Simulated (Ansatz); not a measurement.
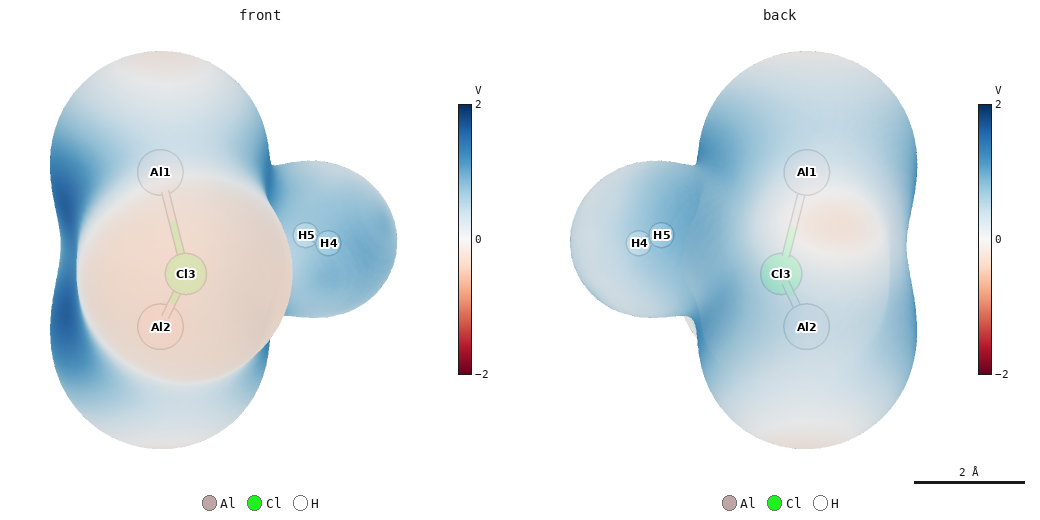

The picture shows: Al$_{2}$ClH$_{2}$ (doublet). The electrostatic potential painted on the density surface at 0.002 e/bohr³, seen from the front and from behind; the colour scale runs from red (negative) to blue (positive).

Geometry: PBE0-D4/def2-TZVP; at this geometry the atoms fall into two loosely joined parts.

Computed with UKS PBE0-D4/def2-TZVPP in Ansatz 0.2.0.

The calculation's input:

```
crystal:
  periodic: [false, false, false]
  atoms:
    - {symbol: Al, position_ang: [0.387792, 1.852919, 0.143618]}
    - {symbol: Al, position_ang: [1.747341, -0.565528, -0.662701]}
    - {symbol: Cl, position_ang: [0.024141, 0.604174, -1.899799]}
    - {symbol: H, position_ang: [-1.227497, -1.051801, 0.941507]}
    - {symbol: H, position_ang: [-0.673606, -0.898899, 1.421521]}
basis:
  gaussian: {orbitals: def2-TZVPP}
magnetization: {spin_polarized: true, initial_magnetization: 1}
hamiltonian: {xc: pbe0, dispersion: d4}
output: {orbitals: {seedname: orbitals}}
```

Run with:

```sh
ansatz run in.yaml --threads 2 --pin off --events-out ev --progress --plain --max-ram 4352MiB
```

### Where is the surface potential most negative and most positive?

The most negative region (about −0.4 V) lies over Cl3, the most positive (about +1.6 V) over Al1 and Al2.
